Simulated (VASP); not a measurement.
Band structure of ErSi2 (space group P6/mmm). Level of theory: r2SCAN meta-GGA, VASP's PBE PAW potentials (set 64) (plane waves; VASP 6.6.1).

The 4f electrons are frozen in the core of the lanthanide potential, so 4f levels, which can set the real gap, and their magnetism are missing.

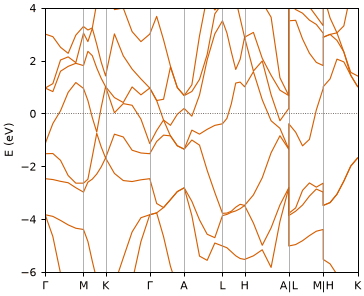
Fig. 1. Bands along high-symmetry lines, zero at the valence-band maximum or, without a gap, the Fermi level

Task: Read the plot: is there a gap, and where are the band edges?

Result: It has no gap at this level: it comes out as a metal or semimetal.

The structure comes from a computed database's ErSi2 entry (P6/mmm); how it stands against other phases isn't given here. It was relaxed first. The electron count is odd and the run is not spin-polarised, which forces a metal.
